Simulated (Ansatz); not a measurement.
C₂HBNaO (charge −1)

Input file:

```
crystal:
  periodic: [false, false, false]
  atoms:
    - {symbol: C, position_ang: [0.000000, 0.000000, -1.066798]}
    - {symbol: C, position_ang: [0.000000, 0.000000, 0.180719]}
    - {symbol: B, position_ang: [0.000000, 0.000000, -2.524683]}
    - {symbol: Na, position_ang: [0.000000, 0.000000, 2.579652]}
    - {symbol: O, position_ang: [0.000000, 0.000000, -3.749156]}
    - {symbol: H, position_ang: [0.000000, 0.000000, 4.580267]}
basis:
  gaussian:
    orbitals: def2-TZVPD
total_charge: -1
hamiltonian:
  xc: {name: PBE0}
output: {forces: true, orbitals: {seedname: orbitals}}
```

Run with:

```sh
ansatz run input.yaml --threads 2 --pin off --max-ram 4350MiB --events-out events.jsonl --progress --plain --runs-dir runs
```

Geometry: B3LYP-D3(BJ)/def2-SVPD.

Theory: isolated molecule in a Gaussian basis; Kohn-Sham density functional theory, functional PBE0 in Ansatz.

Predict the electron density and electron localisation function between the atoms.

Answer. B–O (1.22 Å): ρ is about 2.9 e/Å³ halfway; the ELF peaks at about 0.85 between the atoms; a short, strongly polar bond.
C–C (1.25 Å): the density is about 2.8 e/Å³ at the midpoint; the ELF peaks at about 0.90 between the atoms (a multiple bond).
C–B (1.46 Å): ρ at the midpoint is about 1.6 e/Å³; the ELF peaks at about 0.95 between the atoms; localised, covalent bonding.
C–Na (2.40 Å): the density is about 0.23 e/Å³ at the midpoint; the ELF peaks at about 1 in the valence shell of C, 0.8 Å from its nucleus, and is about 0.45 at the midpoint.

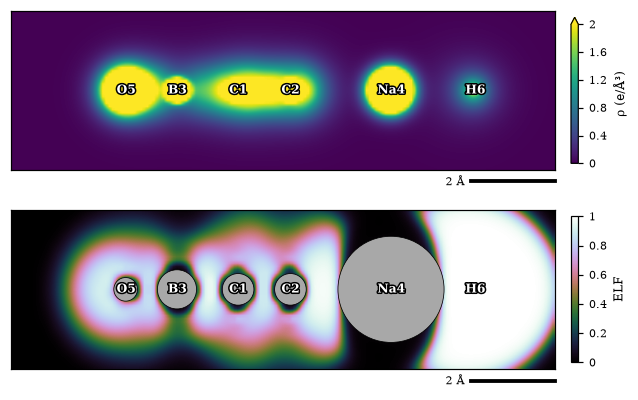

Computed electron density and electron localisation function on a plane that holds the molecular axis, in this order. Grey discs cover the atomic cores in the ELF map. 
